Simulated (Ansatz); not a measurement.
# MoHO+ (nonet): wave-function methods side by side, def2-TZVPP

Aim: climb from Hartree-Fock through coupled cluster and multireference methods for MoHO+ (nonet) at one geometry and basis, and see what each rung misses.

Method: def2-TZVPP, core rule «outside noble gas», up to 5 orbitals frozen; program: Ansatz 0.2.0, Gaussian basis.

Plan: UHF; CCSD(T) on ROHF; CCSD(T) on UHF; CCSDT(Q) on ROHF; CCSDT(Q) on UHF; CASSCF and NEVPT2, 12 electrons in 11 orbitals.

3 further runs of the same task are left out: 2 for a known fault of the program, 1 set aside as unsound or not needed. Runs told in other sessions of the task aren't counted.

### 1 What is computed

The geometry is a PBE0/def2-TZVP stationary point (not a proven minimum) of the parent state, kept for this charge and spin. No spin-orbit coupling is included. Elements past krypton take def2 core potentials.

3 atoms, charge 1, spin multiplicity 9.

Atoms are counted from 1 here; the program's logs count them from 0.

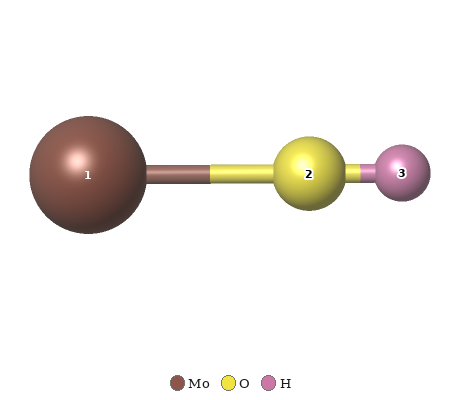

The geometry (molybdenum brown, oxygen yellow, hydrogen pink); atoms are numbered from 1 in the order of the file.

In the tables R marks a restricted open-shell determinant and U an unrestricted one; 'valence' is the active space of 12 electrons in 11 orbitals; energies count from the table's Hartree-Fock row.

### 2 UHF

File in.yaml:

```yaml
crystal:
  periodic: [false, false, false]
  atoms:
    - {symbol: Mo, position_ang: [0.000000, 0.000000, 1.877700]}
    - {symbol: O, position_ang: [0.000000, 0.000000, -0.450800]}
    - {symbol: H, position_ang: [0.000000, 0.000000, -1.426900]}
basis:
  gaussian: {orbitals: def2-TZVPP}
total_charge: 1
magnetization: {spin_polarized: true, initial_magnetization: 8}
hamiltonian: {xc: hf}
output: {orbitals: {seedname: orbitals}}
```

Run with:

```console
$ ansatz run in.yaml --threads 1 --pin off --events-out ev --progress --plain --max-ram 4096MiB --backend cpu
```

The log of the run:

```text
Functional definition: HF
  name "HF"
  cite "Fock, Z. Phys. 61, 126 (1930) doi:10.1007/BF01340294"
  parent pbe
  exchange = exact_x
  correlation = 0
690 factors; their error is unknown
mean field evaluation 1: about -3875.1982 eV, gradient 2.5e1 eV
mean field evaluation 2: about -3877.6185 eV, gradient 9.9e0 eV
mean field evaluation 4: about -3878.0908 eV, gradient 8.0e-1 eV
mean field evaluation 8: about -3878.1047 eV, gradient 1.5e-1 eV
mean field evaluation 16: about -3878.4608 eV, gradient 1.6e-4 eV
mean field -3878.46079819 eV, -142.5308054184 hartree, gradient 1.4e-5 eV, S^2 20.010906; 0 other end points of the search recorded, 0 dependent functions left out
reference -3878.46079819 eV, -142.5308054184 hartree; 15, 7 occupied and 86, 94 virtual orbitals, 690 factors
Total energy: -3878.46079819 eV, -142.5308054184 hartree
```

It took 0.75 s on 1 thread of AMD EPYC 7R13, shared host; peak memory 0.27 GiB.

From the report: ⟨S²⟩ of the determinant 20.011 (pure nonet: 20.00).

### 3 CCSD(T) on ROHF

Changes to in.yaml since step 2:

```diff
@@ -9,4 +9,3 @@
 total_charge: 1
-magnetization: {spin_polarized: true, initial_magnetization: 8}
-hamiltonian: {xc: hf}
-output: {orbitals: {seedname: orbitals}}
+magnetization: {spin_polarized: false, initial_magnetization: 8}
+correlation: {method: ccsd_t, electrons: outside_noble_gas}
```

Run with:

```console
$ ansatz run in.yaml --threads 2 --pin off --events-out ev --progress --plain --max-ram 24576MiB --backend cuda --devices 0, --max-vram 18GiB
```

The log of the run, shortened:

```text
Functional definition: HF
  name "HF"
  cite "Fock, Z. Phys. 61, 126 (1930) doi:10.1007/BF01340294"
  parent pbe
[...]
656 factors; integrals over basis functions are off by at most 1.2e-3 eV
[...]
mean field -3878.18593726 eV, -142.5207044653 hartree, gradient 7.8e-6 eV, S^2 20.000000; 2 other end points of the search recorded, 0 dependent functions left out
[...]
determinant -3878.18593726 eV, -142.5207044653 hartree, with singles and doubles -3885.33174262 eV, -142.7833079690 hartree
determinant -3876.07969189 eV, -142.4433013756 hartree, with singles and doubles -3883.04954330 eV, -142.6994386907 hartree
determinant -3875.01944139 eV, -142.4043378886 hartree, with singles and doubles -3881.67676865 eV, -142.6489901528 hartree
5 core orbitals not correlated: weight in the atoms' cores, before any rotation towards them, 0.993 or more for the frozen orbitals, at most 0.006 for the correlated occupied ones
reference -3878.18593726 eV, -142.5207044653 hartree; 10, 2 occupied and 86, 94 virtual orbitals, 656 factors
second order -6.29505377 eV of doubles, -0.14330237 eV of singles
cycle   1  -7.08933779 eV  change   -8.0e-1 eV  update   1.9e-2
[...]
cycle   9  -7.10797371 eV  change    2.4e-6 eV  update   6.9e-6
perturbative correction -0.16776251 eV, -0.0061651586 hartree
Total energy: -3885.46167348 eV, -142.7880828398 hartree
```

Run time: 12 s. Hardware: 1 × H100 (card shared with other runs) with 2 threads of AMD EPYC 7R13, shared host; peak host memory 0.85 GiB.

From the report: correlation -7.2757 eV; T1 0.015; largest double amplitude 0.04.

### 4 CCSD(T) on UHF

Changes to in.yaml since step 3:

```diff
@@ -9,3 +9,3 @@
 total_charge: 1
-magnetization: {spin_polarized: false, initial_magnetization: 8}
+magnetization: {spin_polarized: true, initial_magnetization: 8}
 correlation: {method: ccsd_t, electrons: outside_noble_gas}
```

Launched as before.

The log of the run, shortened:

```text
Functional definition: HF
  name "HF"
  cite "Fock, Z. Phys. 61, 126 (1930) doi:10.1007/BF01340294"
  parent pbe
[...]
656 factors; integrals over basis functions are off by at most 1.2e-3 eV
[...]
mean field -3878.46100238 eV, -142.5308129220 hartree, gradient 1.5e-6 eV, S^2 20.010906; 2 other end points of the search recorded, 0 dependent functions left out
determinant -3878.46100238 eV, -142.5308129220 hartree, with singles and doubles -3885.37463345 eV, -142.7848841779 hartree
determinant -3876.36683962 eV, -142.4538538604 hartree, with singles and doubles -3883.08661348 eV, -142.7008009946 hartree
determinant -3875.48452649 eV, -142.4214294507 hartree, with singles and doubles -3882.15645815 eV, -142.6666184168 hartree
determinant -3878.46100238 eV, -142.5308129220 hartree, with singles and doubles -3885.35961683 eV, -142.7843323272 hartree
determinant -3876.36683962 eV, -142.4538538604 hartree, with singles and doubles -3883.08352047 eV, -142.7006873286 hartree
determinant -3875.48452649 eV, -142.4214294507 hartree, with singles and doubles -3882.15593965 eV, -142.6665993622 hartree
5 core orbitals not correlated: weight in the atoms' cores, before any rotation towards them, 0.992 or more for the frozen orbitals, at most 0.007 for the correlated occupied ones
reference -3878.46100238 eV, -142.5308129220 hartree; 10, 2 occupied and 86, 94 virtual orbitals, 656 factors
second order -6.20143637 eV of doubles, -0.00000000 eV of singles
cycle   1  -6.89889367 eV  change   -2.8e-4 eV  update   5.0e-4
[...]
cycle   6  -6.89911337 eV  change   -1.4e-5 eV  update   4.6e-6
perturbative correction -0.16455150 eV, -0.0060471559 hartree
Total energy: -3885.52466724 eV, -142.7903978180 hartree
```

Run time: 9 s. Hardware: 1 × H100 (card shared with other runs) with 2 threads of AMD EPYC 7R13, shared host; peak host memory 0.86 GiB.

From the report: ⟨S²⟩ of the determinant 20.011 (pure nonet: 20.00); correlation -7.0637 eV; T1 0.013; largest double amplitude 0.04.

### 5 CCSDT(Q) on ROHF

Changes to in.yaml since step 4:

```diff
@@ -9,3 +9,3 @@
 total_charge: 1
-magnetization: {spin_polarized: true, initial_magnetization: 8}
-correlation: {method: ccsd_t, electrons: outside_noble_gas}
+magnetization: {spin_polarized: false, initial_magnetization: 8}
+correlation: {method: ccsdt_q, electrons: outside_noble_gas}
```

Same command.

The log of the run, shortened:

```text
Functional definition: HF
  name "HF"
  cite "Fock, Z. Phys. 61, 126 (1930) doi:10.1007/BF01340294"
  parent pbe
[...]
1205 factors; integrals over basis functions are off by at most 2.9e-7 eV
[...]
mean field -3878.18598857 eV, -142.5207063509 hartree, gradient 2.7e-6 eV, S^2 20.000000; 2 other end points of the search recorded, 0 dependent functions left out
determinant -3878.18598857 eV, -142.5207063509 hartree, with singles and doubles -3885.33179355 eV, -142.7833098406 hartree
determinant -3876.07977409 eV, -142.4433043965 hartree, with singles and doubles -3883.04962309 eV, -142.6994416229 hartree
determinant -3875.01952181 eV, -142.4043408438 hartree, with singles and doubles -3881.67705339 eV, -142.6490006168 hartree
5 core orbitals not correlated: weight in the atoms' cores, before any rotation towards them, 0.993 or more for the frozen orbitals, at most 0.006 for the correlated occupied ones
reference -3878.18598857 eV, -142.5207063509 hartree; 10, 2 occupied and 86, 94 virtual orbitals, 1205 factors
second order -6.29505401 eV of doubles, -0.14330070 eV of singles
cycle   1  -6.95865340 eV  change   -5.2e-1 eV  update   5.3e-2
[...]
cycle  16  -7.29507008 eV  change   -2.8e-7 eV  update   5.0e-7
perturbative correction -0.00399483 eV, -0.0001468071 hartree
Total energy: -3885.48505347 eV, -142.7889420387 hartree
```

Wall time 29 s (1 × H100 (card shared with other runs) with 2 threads of AMD EPYC 7R13, shared host); peak host memory 1.4 GiB.

From the report: correlation -7.2991 eV; T1 0.016; largest double amplitude 0.04.

### 6 CCSDT(Q) on UHF

Changes to in.yaml since step 5:

```diff
@@ -9,3 +9,3 @@
 total_charge: 1
-magnetization: {spin_polarized: false, initial_magnetization: 8}
+magnetization: {spin_polarized: true, initial_magnetization: 8}
 correlation: {method: ccsdt_q, electrons: outside_noble_gas}
```

Launched as before.

The log of the run, shortened:

```text
Functional definition: HF
  name "HF"
  cite "Fock, Z. Phys. 61, 126 (1930) doi:10.1007/BF01340294"
  parent pbe
[...]
1205 factors; integrals over basis functions are off by at most 2.9e-7 eV
[...]
mean field -3878.46105170 eV, -142.5308147347 hartree, gradient 1.5e-6 eV, S^2 20.010906; 2 other end points of the search recorded, 0 dependent functions left out
determinant -3878.46105170 eV, -142.5308147347 hartree, with singles and doubles -3885.37468516 eV, -142.7848860780 hartree
determinant -3876.36691925 eV, -142.4538567864 hartree, with singles and doubles -3883.08669507 eV, -142.7008039932 hartree
determinant -3875.48460524 eV, -142.4214323449 hartree, with singles and doubles -3882.15652819 eV, -142.6666209907 hartree
determinant -3878.46105170 eV, -142.5308147347 hartree, with singles and doubles -3885.35966357 eV, -142.7843340450 hartree
determinant -3876.36691925 eV, -142.4538567864 hartree, with singles and doubles -3883.08359546 eV, -142.7006900847 hartree
determinant -3875.48460524 eV, -142.4214323449 hartree, with singles and doubles -3882.15600502 eV, -142.6666017646 hartree
5 core orbitals not correlated: weight in the atoms' cores, before any rotation towards them, 0.992 or more for the frozen orbitals, at most 0.007 for the correlated occupied ones
reference -3878.46105170 eV, -142.5308147347 hartree; 10, 2 occupied and 86, 94 virtual orbitals, 1205 factors
second order -6.20143734 eV of doubles, -0.00000000 eV of singles
cycle   1  -6.73403758 eV  change   -5.3e-1 eV  update   5.4e-2
[...]
cycle  16  -7.08337892 eV  change   -1.4e-7 eV  update   5.3e-7
perturbative correction -0.00409821 eV, -0.0001506064 hartree
Total energy: -3885.54852883 eV, -142.7912747150 hartree
```

Run time: 28 s. Hardware: 1 × H100 (card shared with other runs) with 2 threads of AMD EPYC 7R13, shared host; peak host memory 1.2 GiB.

From the report: ⟨S²⟩ of the determinant 20.011 (pure nonet: 20.00); correlation -7.0875 eV; T1 0.014; largest double amplitude 0.04.

### 7 CASSCF and NEVPT2, 12 electrons in 11 orbitals

Changes to in.yaml since step 6:

```diff
@@ -9,3 +9,3 @@
 total_charge: 1
-magnetization: {spin_polarized: true, initial_magnetization: 8}
-correlation: {method: ccsdt_q, electrons: outside_noble_gas}
+magnetization: {spin_polarized: false, initial_magnetization: 8}
+correlation: {method: sc_nevpt2, electrons: outside_noble_gas, active_space: {window: {electrons: 12, orbitals: 11}, shells: [{species: H, l: s, shell: 1}, {species: Mo, l: s, shell: 5}, {species: Mo, l: d, shell: 4}, {species: O, l: s, shell: 2}, {species: O, l: p, shell: 2}]}}
```

The command is unchanged.

The log of the run:

```text
Functional definition: HF
  name "HF"
  cite "Fock, Z. Phys. 61, 126 (1930) doi:10.1007/BF01340294"
  parent pbe
  exchange = exact_x
  correlation = 0
1205 factors; integrals over basis functions are off by at most 2.9e-7 eV
mean field evaluation 1: about -3876.1966 eV, gradient 2.6e1 eV
mean field evaluation 2: about -3876.2055 eV, gradient 2.6e1 eV
mean field evaluation 4: about -3877.6126 eV, gradient 1.1e1 eV
mean field evaluation 8: about -3878.1821 eV, gradient 4.0e-1 eV
mean field evaluation 16: about -3878.1860 eV, gradient 2.7e-6 eV
mean field -3878.18598857 eV, -142.5207063509 hartree, gradient 2.7e-6 eV, S^2 20.000000; 0 other end points of the search recorded, 0 dependent functions left out
reference -3878.18598857 eV, -142.5207063509 hartree; 15, 7 occupied and 86, 94 virtual orbitals, 1205 factors
state -3878.87996075 eV, -142.5462093582 hartree
state -3878.87996075 eV, -142.5462093582 hartree; corrected -3884.15167685 eV, -142.7399413517 hartree
Total energy: -3884.15167685 eV, -142.7399413517 hartree
Checks for a lower state left out: starts, orbital_swaps
```

Run time: 4.1 s. Hardware: 1 × H100 (card shared with other runs) with 2 threads of AMD EPYC 7R13, shared host; peak host memory 0.8 GiB.

From the report: 168 determinants; active occupations 2.00, 1.98, 1.00, 1.00, 1.00, 1.00, 1.00, 1.00, 1.00, 1.00, 0.02.

### 8 How many determinants matter

Natural occupations of the CASSCF valence state about the gap (report; correlated orbitals 3 to 11): 1.000, 1.000, 1.000, 1.000, 1.000, 1.000, 1.000, 1.000, 0.021. The count of effectively unpaired electrons, Σ n²(2 − n)², is 8.00; a single determinant of this spin has 8.

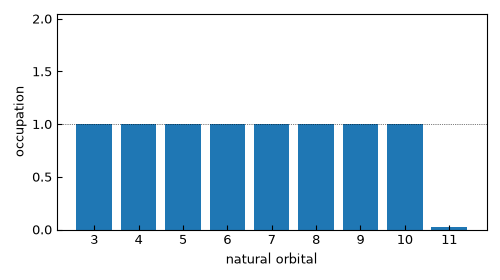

Natural occupations of the CASSCF valence state.

### 9 All levels against the top one

No level here is safe as a reference; RCCSDT(Q) serves as a yardstick only. Rows without a time are mean-field rows or come out of runs for another level: lower rungs of the coupled-cluster runs, CASSCF and MRCISD of the multireference runs, or the Hartree-Fock search.

Differences are taken before rounding.

```csv
method,energy from the lowest ROHF (meV),from RCCSDT(Q) (meV),time
ROHF,0.0,+7299.1,
UHF,-275.1,+7024.1,
RMP2,-6438.4,+860.8,
UMP2,-6476.5,+822.6,
RCCSD,-7108.0,+191.1,
UCCSD,-7174.2,+124.9,
RCCSD(T),-7275.7,+23.4,12 s
UCCSD(T),-7338.7,-39.6,9 s
RCCSDT,-7295.1,+4.0,
UCCSDT,-7358.5,-59.4,
RCCSDT(Q),-7299.1,0,29 s
UCCSDT(Q),-7362.6,-63.5,28 s
CASSCF valence,-694.0,+6605.1,
NEVPT2 valence,-5965.7,+1333.4,4.1 s
```

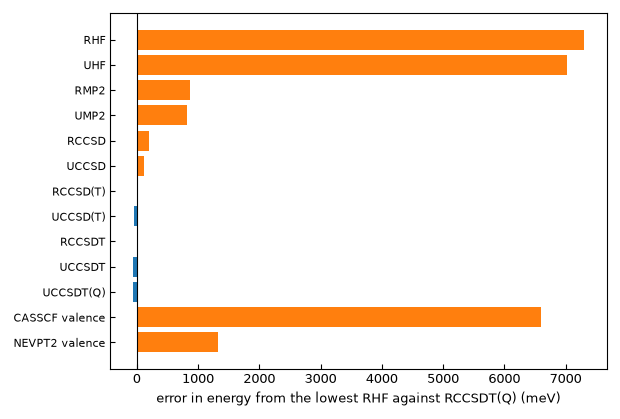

Error of each method against RCCSDT(Q).

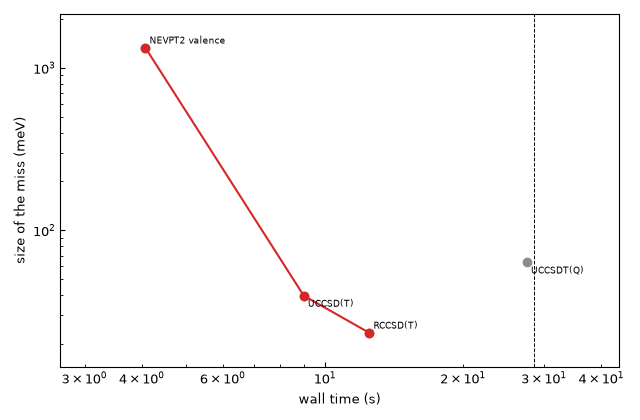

Accuracy for the time spent; red marks the levels that beat every quicker one drawn (of those quicker than the yardstick), and the dashed line is the time of RCCSDT(Q). Times are from a shared host.

### 10 Results

```
                      quantity        value
 RCCSDT(Q) from the ROHF energy   -7.2991 eV
           RMP2 from RCCSDT(Q)   +860.8 meV
           UMP2 from RCCSDT(Q)   +822.6 meV
          RCCSD from RCCSDT(Q)   +191.1 meV
       RCCSD(T) from RCCSDT(Q)    +23.4 meV
       UCCSD(T) from RCCSDT(Q)    -39.6 meV
      UCCSDT(Q) from RCCSDT(Q)    -63.5 meV
 NEVPT2 valence from RCCSDT(Q)  +1333.4 meV
                 T1 diagnostic        0.015
effectively unpaired electrons         8.00
```

In words: RCCSD(T) misses by +23.4 meV, 0.3 % of the correlation energy. CCSD(T) misses by +23.4 meV on the restricted determinant and by -39.6 meV on the unrestricted one; the two need not hold the same state or core. One determinant dominates.
